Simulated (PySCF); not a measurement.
# [Pb(NH2)2]2+: a change of charge

How does [Pb(NH2)2]2+ respond at fixed geometry? The runs cover a change of charge. The species was built from a template and needn't be a known compound.

The runs use PySCF 2.14.0; PBE0, Pb def2-SVP with ECP60, N def2-SVP, H def2-SVP; scalar-relativistic core potentials, no spin–orbit coupling.

1 further run of the same task is left out (for a known fault of the program).

### Step 1. Starting geometry

7 atoms, charge 2, spin multiplicity 1.

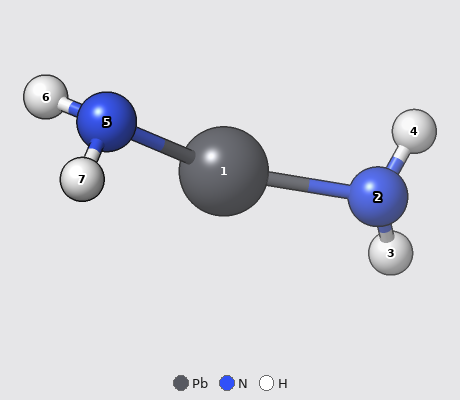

The structure; lead dark grey, nitrogen blue, hydrogen white; atoms are numbered from 1 in the order of the file.

Coordinates:

```
atom    x (Å)    y (Å)    z (Å)
 Pb1   0.0000   0.0000  -0.0527
  N2   2.0048  -0.1163   0.5130
  H3   2.5756  -0.5718  -0.2249
  H4   2.3953   0.8302   0.6959
  N5  -2.0048   0.1163   0.5130
  H6  -2.5756   0.5718  -0.2249
  H7  -2.3953  -0.8302   0.6959
```

Formal oxidation states: Pb +4. An earlier session relaxed this geometry at PBE0, Pb def2-SVP with ECP60, N def2-SVP, H def2-SVP (singlet, point group C2).

Its energy there is -303.732978 Eh.

### Step 2. One electron removed, multiplicity 2

Contents of run.py (the lines that set the calculation):

```python
mol = gto.M(atom='''
Pb     0.00000     0.00000    -0.05275
N      2.00475    -0.11630     0.51300
H      2.57562    -0.57183    -0.22489
H      2.39533     0.83017     0.69589
N     -2.00475     0.11630     0.51300
H     -2.57562     0.57183    -0.22489
H     -2.39533    -0.83017     0.69589''',
    basis={'Pb': 'def2-SVP', 'N': 'def2-SVP', 'H': 'def2-SVP'},
    ecp={'Pb': 'def2-SVP'},
    charge=3, spin=1)
mf = dft.UKS(mol, xc='PBE0')
mf.grids.atom_grid = (50, 194)
mf = mf.density_fit()  # fitting sets: Pb def2-universal-JKFIT, N def2-universal-JKFIT, H def2-universal-JKFIT
mf.conv_tol = 1e-08; mf.max_cycle = 55
mf.kernel(dm0)  # dm0: the density of the relaxed state
```

The run is started by

```
> OMP_NUM_THREADS=2 python run.py
```

Output:

```text
init E= -303.740997289456
  HOMO = -0.734182456604  LUMO = -0.719069098331  gap/eV = 0.41126
cycle= 1 E= -302.885097261732  delta_E= 0.856  |g|= 0.267  |ddm|= 0.635
  HOMO = -1.04646322325  LUMO = -0.971654799246  gap/eV = 2.03564
cycle= 2 E= -302.868222179117  delta_E= 0.0169  |g|= 0.366  |ddm|= 0.59
  HOMO = -0.990563438574  LUMO = -0.895336702369  gap/eV = 2.59125
cycle= 3 E= -302.935890535527  delta_E= -0.0677  |g|= 0.0431  |ddm|= 0.43
  HOMO = -0.982940817851  LUMO = -0.879284386227  gap/eV = 2.82064
cycle= 4 E= -302.939399793304  delta_E= -0.00351  |g|= 0.0214  |ddm|= 0.135
  HOMO = -0.984324960376  LUMO = -0.865573806942  gap/eV = 3.23138
cycle= 5 E= -302.941510713316  delta_E= -0.00211  |g|= 0.00984  |ddm|= 0.146
  HOMO = -0.985649464264  LUMO = -0.85800486549  gap/eV = 3.47339
cycle= 6 E= -302.94194262124  delta_E= -0.000432  |g|= 0.00138  |ddm|= 0.0949
  HOMO = -0.985225944785  LUMO = -0.858632385709  gap/eV = 3.44479
cycle= 7 E= -302.941944781103  delta_E= -2.16e-06  |g|= 0.000718  |ddm|= 0.00522
  HOMO = -0.985200663536  LUMO = -0.858558894966  gap/eV = 3.44610
cycle= 8 E= -302.941944957576  delta_E= -1.76e-07  |g|= 0.000872  |ddm|= 0.00186
  HOMO = -0.985205768831  LUMO = -0.858512805403  gap/eV = 3.44749
cycle= 9 E= -302.941945453715  delta_E= -4.96e-07  |g|= 0.000142  |ddm|= 0.00114
  HOMO = -0.985224022755  LUMO = -0.85846053057  gap/eV = 3.44941
cycle= 10 E= -302.941945492939  delta_E= -3.92e-08  |g|= 3.42e-05  |ddm|= 0.000689
  HOMO = -0.985204350957  LUMO = -0.858482701639  gap/eV = 3.44827
cycle= 11 E= -302.941945496878  delta_E= -3.94e-09  |g|= 9.48e-06  |ddm|= 0.000264
  HOMO = -0.985204336115  LUMO = -0.85848123741  gap/eV = 3.44831
Extra cycle  E= -302.941945497053  delta_E= -1.75e-10  |g|= 5.59e-06  |ddm|= 2.75e-05
converged SCF energy = -302.941945497053  <S^2> = 1.1116862  2S+1 = 2.3338262
```

Run time: 2.4 s. Hardware: 2 threads of Intel Xeon Platinum 8259CL at 2.50GHz (Skylake/Cascade Lake), shared host.

Result: E = -302.941945 Eh (+21.525 eV from the relaxed state), HOMO -26.81 eV, LUMO -23.36 eV (over both spins), ⟨S²⟩ = 1.112, Mulliken charge on Pb1 +1.66 e. The state is spin-contaminated.

### Step 3. One electron added, multiplicity 2

run.py (the lines that set the calculation), as its differences from that of step 2:

```diff
@@ -10,3 +10,3 @@
     ecp={'Pb': 'def2-SVP'},
-    charge=3, spin=1)
+    charge=1, spin=1)
 mf = dft.UKS(mol, xc='PBE0')
```

The run is started by

```
> OMP_NUM_THREADS=2 python run.py
```

Output:

```text
init E= -303.740195911639
  HOMO = -0.590431951502  LUMO = -0.579764933589  gap/eV = 0.29026
cycle= 1 E= -304.202294305149  delta_E= -0.462  |g|= 0.247  |ddm|= 1.11
  HOMO = -0.35456120851  LUMO = -0.253889396745  gap/eV = 2.73942
cycle= 2 E= -304.177724552931  delta_E= 0.0246  |g|= 0.353  |ddm|= 0.648
  HOMO = -0.411142157566  LUMO = -0.300858386838  gap/eV = 3.00097
cycle= 3 E= -304.23556991822  delta_E= -0.0578  |g|= 0.0533  |ddm|= 0.334
  HOMO = -0.419751895252  LUMO = -0.304649886517  gap/eV = 3.13209
cycle= 4 E= -304.237363951697  delta_E= -0.00179  |g|= 0.0122  |ddm|= 0.101
  HOMO = -0.423137593313  LUMO = -0.303395410244  gap/eV = 3.25835
cycle= 5 E= -304.237513635446  delta_E= -0.00015  |g|= 0.00317  |ddm|= 0.0238
  HOMO = -0.423577198392  LUMO = -0.30241043261  gap/eV = 3.29712
cycle= 6 E= -304.237533243033  delta_E= -1.96e-05  |g|= 0.00121  |ddm|= 0.0114
  HOMO = -0.423594034307  LUMO = -0.302045089239  gap/eV = 3.30752
cycle= 7 E= -304.237536744015  delta_E= -3.5e-06  |g|= 0.000368  |ddm|= 0.00472
  HOMO = -0.42361531086  LUMO = -0.301994818563  gap/eV = 3.30946
cycle= 8 E= -304.237537291691  delta_E= -5.48e-07  |g|= 0.000158  |ddm|= 0.00242
  HOMO = -0.423626469283  LUMO = -0.301999682644  gap/eV = 3.30963
cycle= 9 E= -304.237537333644  delta_E= -4.2e-08  |g|= 8.7e-05  |ddm|= 0.000656
  HOMO = -0.423628048421  LUMO = -0.302001554528  gap/eV = 3.30963
cycle= 10 E= -304.237537336551  delta_E= -2.91e-09  |g|= 6.7e-05  |ddm|= 0.000155
  HOMO = -0.423629735157  LUMO = -0.30200398393  gap/eV = 3.30961
Extra cycle  E= -304.237537325287  delta_E= 1.13e-08  |g|= 0.000162  |ddm|= 0.000209
converged SCF energy = -304.237537325287  <S^2> = 0.77240972  2S+1 = 2.0222856
```

It took 2.3 s on 2 threads of Intel Xeon Platinum 8259CL at 2.50GHz (Skylake/Cascade Lake), shared host.

Result: E = -304.237537 Eh (-13.730 eV from the relaxed state), HOMO -11.53 eV, LUMO -8.22 eV (over both spins), ⟨S²⟩ = 0.772, Mulliken charge on Pb1 +0.97 e. 

### Step 4. The states side by side

| state | energy from the relaxed state (eV) | ⟨S²⟩ | time |
| --- | --- | --- | --- |
| charge +2, singlet, vacuum (relaxed) | 0 | 0.00 |  |
| charge +1, doublet, vacuum | -13.73 | 0.77 | 2.3 s |
| charge +3, doublet, vacuum | 21.53 | 1.11 | 2.4 s |

An electron taken off or put on is at rest in vacuum. 

Removing an electron vertically costs 21.53 eV (doublet), against −HOMO = 19.77 eV. Adding an electron vertically releases 13.73 eV (doublet). The bases are small and lack diffuse functions. Spin–orbit coupling is left out.
